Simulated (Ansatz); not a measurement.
# The cluster TaGe12: structure and electronic state

Aim: characterise the cluster TaGe12 as a doublet: its structure, frontier levels and distribution of charge and spin.

Method: UKS PBE0-D4/def2-TZVP; program: Ansatz 0.2.0, Gaussian basis.

Levels to be run: a search for the lowest solution at PBE0-D4/def2-SVP; a single point at PBE0-D4/def2-TZVP.

2 further runs of the same task are left out: 1 for a known fault of the program, 1 set aside as unsound or not needed.

### 1 The geometry

The geometry is that of the doublet, from an earlier relaxation (PBE-D4/def2-SVP). At that level it is the lowest of the isomers that a small search found.

13 atoms, charge 0, spin multiplicity 2.

Atoms are counted from 1 here; the program's logs count them from 0.

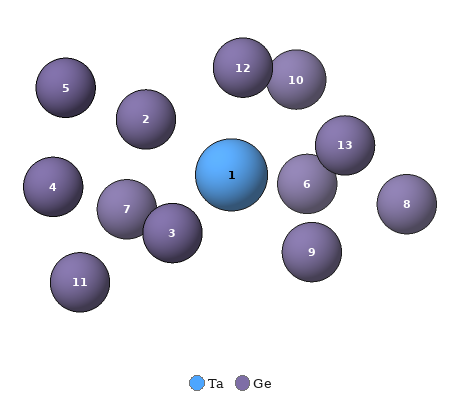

The structure; tantalum blue, germanium purple; atoms are numbered from 1 in the order of the file.

Ta takes a core potential in the def2 sets. No spin-orbit coupling is included.

Bonds by kind at the end (by distance):

```csv
bond,count,shortest (Å),longest (Å)
Ge–Ge,19,2.433,2.842
Ge–Ta,8,2.624,3.004
```

### 2 Searching for the lowest solution, PBE0-D4/def2-SVP

start.molden holds the orbitals of an earlier run on this state, given as this run's starting guess.

in.yaml reads:

```yaml
crystal:
  periodic: [false, false, false]
  atoms:
    - {symbol: Ta, position_ang: [-0.068127, -0.501788, 0.263067]}
    - {symbol: Ge, position_ang: [-0.787012, 1.560632, -1.285959]}
    - {symbol: Ge, position_ang: [1.464378, 1.663901, 0.399304]}
    - {symbol: Ge, position_ang: [-0.227849, 4.074108, -0.226683]}
    - {symbol: Ge, position_ang: [-1.017762, 3.658642, -2.497068]}
    - {symbol: Ge, position_ang: [-0.652893, -2.831987, 1.457464]}
    - {symbol: Ge, position_ang: [-0.966320, 1.672414, 1.494759]}
    - {symbol: Ge, position_ang: [1.193963, -4.555891, 1.052665]}
    - {symbol: Ge, position_ang: [1.820841, -1.884889, 1.448138]}
    - {symbol: Ge, position_ang: [-1.702047, -2.747138, -0.881591]}
    - {symbol: Ge, position_ang: [0.760667, 3.568881, 1.983282]}
    - {symbol: Ge, position_ang: [-0.780276, -0.821079, -2.326784]}
    - {symbol: Ge, position_ang: [0.962437, -2.855808, -0.880604]}
basis:
  gaussian: {orbitals: def2-SVP, fitting: {mean_field: def2-universal-jkfit}, initial_orbitals: start.molden}
magnetization: {spin_polarized: true, initial_magnetization: 1}
hamiltonian: {xc: pbe0, dispersion: d4}
output: {orbitals: {seedname: orbitals}}
```

On the command line:

```console
> ansatz run in.yaml --threads 2 --pin off --events-out ev --progress --plain --max-ram 22528MiB --backend cuda --devices 0, --max-vram 18GiB
```

The program printed:

```text
Functional definition: PBE0
  name "PBE0"
  cite "Adamo & Barone, J. Chem. Phys. 110, 6158 (1999) doi:10.1063/1.478522"
  cite "Perdew, Burke & Ernzerhof, Phys. Rev. Lett. 77, 3865 (1996) doi:10.1103/PhysRevLett.77.3865"
  parent pbe
  parameter a = 0.25
  parameter kappa = 0.804
  parameter beta = 0.06672455060314922
  exchange = (1 - a)*pbe_x(kappa = kappa, mu = beta*pi^2/3) + a*exact_x
  correlation = pbe_c(beta = beta)
3419 factors; integrals over basis functions are off by at most 8.2e-3 eV
mean field evaluation 1: about -679606.6198 eV, gradient 1.2e1 eV
mean field evaluation 2: about -679607.1142 eV, gradient 5.5e-1 eV
mean field evaluation 4: about -679607.1234 eV, gradient 3.3e-2 eV
mean field evaluation 8: about -679607.1235 eV, gradient 1.8e-5 eV
mean field evaluation 16: about -679607.1129 eV, gradient 1.2e0 eV
mean field evaluation 32: about -679607.1235 eV, gradient 1.9e-3 eV
mean field -679607.12347260 eV, -24975.1011333646 hartree, gradient 1.8e-5 eV, S^2 0.770196; 6 other end points of the search recorded, 0 dependent functions left out
reference -679607.12350988 eV, -24975.1011347349 hartree; 199, 198 occupied and 217, 218 virtual orbitals, 3419 factors
Total energy: -679608.32189890 eV, -24975.1451747188 hartree
```

Wall time 25 s (1 × H100 (card shared with other runs) with 2 threads of AMD EPYC 7R13, shared host); peak host memory 1 GiB.

HOMO -5.50 eV, LUMO -4.01 eV (over both spins); ⟨S²⟩ 0.770 (pure: 0.75).

### 3 Single point, PBE0-D4/def2-TZVP

Edit in.yaml of step 2 so:

```diff
@@ -17,5 +17,6 @@
 basis:
-  gaussian: {orbitals: def2-SVP, fitting: {mean_field: def2-universal-jkfit}, initial_orbitals: start.molden}
+  gaussian: {orbitals: def2-TZVP, fitting: {mean_field: def2-universal-jkfit}, initial_orbitals: start.molden}
 magnetization: {spin_polarized: true, initial_magnetization: 1}
 hamiltonian: {xc: pbe0, dispersion: d4}
+scf: {omitted_lower_state_checks: [starts]}
 output: {orbitals: {seedname: orbitals}}
```

Launched as before.

The program printed (excerpt; [...] marks lines left out):

```text
Functional definition: PBE0
  name "PBE0"
  cite "Adamo & Barone, J. Chem. Phys. 110, 6158 (1999) doi:10.1063/1.478522"
  cite "Perdew, Burke & Ernzerhof, Phys. Rev. Lett. 77, 3865 (1996) doi:10.1103/PhysRevLett.77.3865"
  parent pbe
[...]
3419 factors; integrals over basis functions are off by at most 2.3e-1 eV
[...]
mean field -679692.94430706 eV, -24978.2549908598 hartree, gradient 2.1e-5 eV, S^2 0.771496; 0 other end points of the search recorded, 0 dependent functions left out
reference -679692.94434305 eV, -24978.2549921822 hartree; 199, 198 occupied and 417, 418 virtual orbitals, 3419 factors
Total energy: -679694.14273206 eV, -24978.2990321662 hartree
Checks for a lower state left out: starts
```

It took 14 s on 1 × H100 (card shared with other runs) with 2 threads of AMD EPYC 7R13, shared host; peak host memory 1.2 GiB.

Report: HOMO -5.42 eV, LUMO -3.91 eV (over both spins); ⟨S²⟩ 0.771 (pure: 0.75).

Mulliken charges, from this run's orbitals:

Ta1 0.09; Ge2 -0.18; Ge3 0.06; Ge4 0.02; Ge5 0.08; Ge6 -0.14; Ge7 -0.04; Ge8 0.10; Ge9 -0.02; Ge10 0.08; Ge11 0.03; Ge12 -0.02; Ge13 -0.06

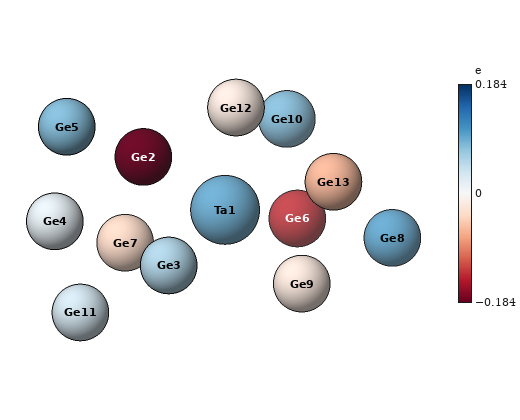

Mulliken charges, from this run's orbitals, as colours on the atoms.

Mulliken spin populations:

Ta1 0.44; Ge2 0.04; Ge3 -0.04; Ge4 0.12; Ge5 0.10; Ge6 -0.03; Ge7 0.01; Ge8 0.22; Ge9 -0.02; Ge10 0.03; Ge11 0.02; Ge12 0.04; Ge13 0.09

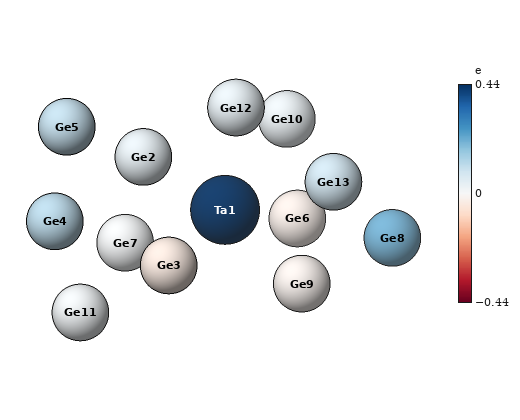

Mulliken spin populations, as colours on the atoms.

Largest Mayer bond orders: Ge4–Ge5 1.03; Ge2–Ge5 0.99; Ta1–Ge9 0.88; Ge4–Ge11 0.81; Ta1–Ge7 0.77; Ta1–Ge3 0.75; Ge6–Ge8 0.75; Ta1–Ge12 0.74; Ta1–Ge6 0.71; Ge3–Ge11 0.69.

### 4 Outcome

```
                                         quantity                                                                     value
                                      point group                                                                        C1
                     near neighbours of the metal  Ge 2.68, Ge 2.66, Ge 2.68, Ge 2.66, Ge 2.62, Ge 3.00, Ge 2.70, Ge 2.81 Å
HOMO, LUMO at PBE0-D4/def2-TZVP (over both spins)                                                           -5.42, -3.91 eV
                                             ⟨S²⟩                                                                     0.771
charge on the metal (Mulliken, PBE0-D4/def2-TZVP)                                                                   +0.09 e
                     spin on the metal (Mulliken)                                                                      0.44
```

In words: The metal has 8 near neighbours by the distance rule, from 2.62 to 3.00 Å. Of 1 unpaired electron, 0.44 sit on the metal by Mulliken's count: the rest is spread on the ligands. No usable vibrations, so a minimum isn't proven. Whether this spin is the lowest isn't tested here. The point group is read from a loosely relaxed geometry; soft torsions can leave it below the true symmetry.
